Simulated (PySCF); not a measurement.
## Electronic structure of C$_{4}$H$_{12}$OSi$_{2}$ in real space

```yaml
atoms:
  - { symbol: C, position_ang: [3.4499, -0.4066, -0.9482] }
  - { symbol: Si, position_ang: [2.0090, -0.7105, 0.2552] }
  - { symbol: C, position_ang: [0.5322, 0.3933, -0.2317] }
  - { symbol: O, position_ang: [-0.4909, 0.0926, 0.6946] }
  - { symbol: C, position_ang: [-1.6876, 0.7685, 0.4365] }
  - { symbol: C, position_ang: [-2.9232, 0.1266, 1.0571] }
  - { symbol: Si, position_ang: [-2.9003, 0.0314, -0.8242] }
  - { symbol: H, position_ang: [3.1801, -0.6495, -1.9724] }
  - { symbol: H, position_ang: [3.7776, 0.6293, -0.9317] }
  - { symbol: H, position_ang: [4.3033, -1.0219, -0.6822] }
  - { symbol: H, position_ang: [1.5761, -2.1107, 0.1829] }
  - { symbol: H, position_ang: [2.4153, -0.3765, 1.6245] }
  - { symbol: H, position_ang: [0.1714, 0.1944, -1.2536] }
  - { symbol: H, position_ang: [0.7721, 1.4659, -0.1900] }
  - { symbol: H, position_ang: [-1.5886, 1.8503, 0.5529] }
  - { symbol: H, position_ang: [-2.7094, -0.7611, 1.6353] }
  - { symbol: H, position_ang: [-3.5914, 0.7979, 1.5781] }
  - { symbol: H, position_ang: [-3.7608, 0.9390, -1.5602] }
  - { symbol: H, position_ang: [-2.5447, -1.2430, -1.4149] }
```

Geometry: GFN2-xTB.

Computed with PBE0/pcSseg-1, SCF density, gas phase, non-relativistic in PySCF 2.14.0.

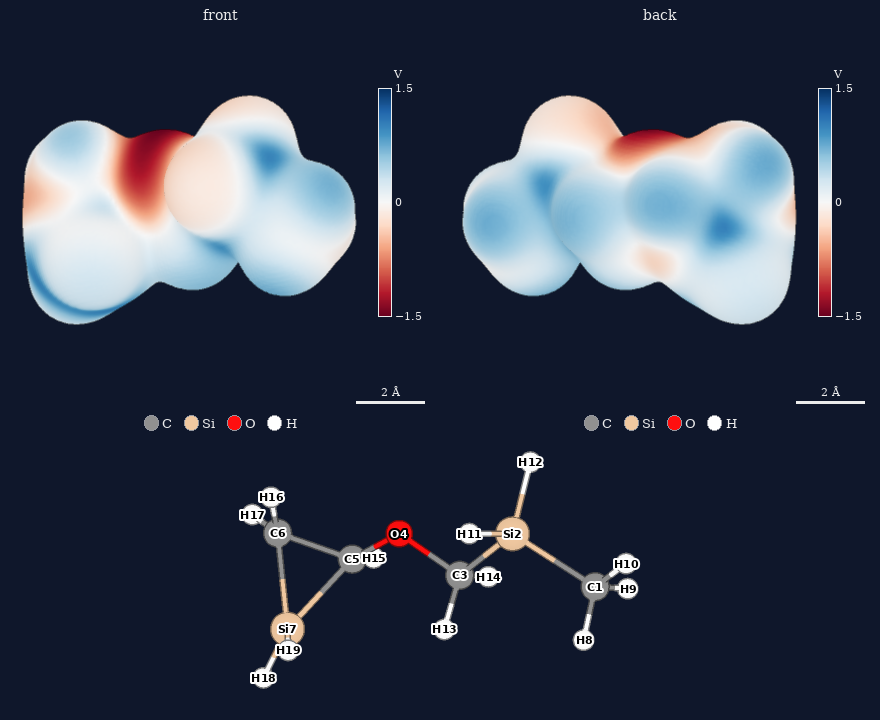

Figure 1. The molecular electrostatic potential painted on the density surface at 0.002 e/bohr³, seen from the front and from behind; red is negative and blue positive. The bare structure is drawn below in the same view.

> Where is the surface potential most negative and most positive?

The most negative region (about −1.4 V) lies over O4, the most positive (about +1.0 V) over Si2 and Si7. O4 is the likeliest acceptor of a hydrogen bond.

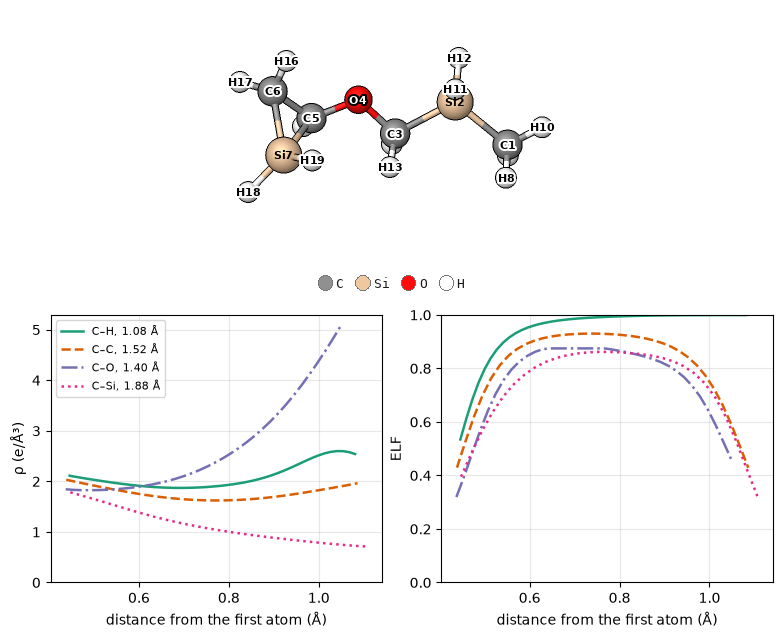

Figure 2. Total electron density and electron localisation function along straight lines between neighbouring atoms. The curves leave out the atomic cores. The structure is drawn too.

> What kind of bonding do the profiles show?

C–H (1.08 Å): ρ is about 2 e/Å³ halfway; the ELF climbs to about 1 towards the hydrogen, as it does in any bond to H (a covalent bond by its length).
C–C (1.52 Å): ρ is about 1.6 e/Å³ halfway; the ELF peaks at about 0.95 between the atoms (localised, covalent bonding).
C–O (1.40 Å): the density is about 2.1 e/Å³ at the midpoint, with its minimum of 1.8 e/Å³ about 0.5 Å from C; the ELF peaks at about 0.85 between the atoms; a shared but strongly polarised pair.
C–Si (1.88 Å): the density is about 0.84 e/Å³ at the midpoint; the ELF peaks at about 0.85 between the atoms, as expected for a covalent bond.
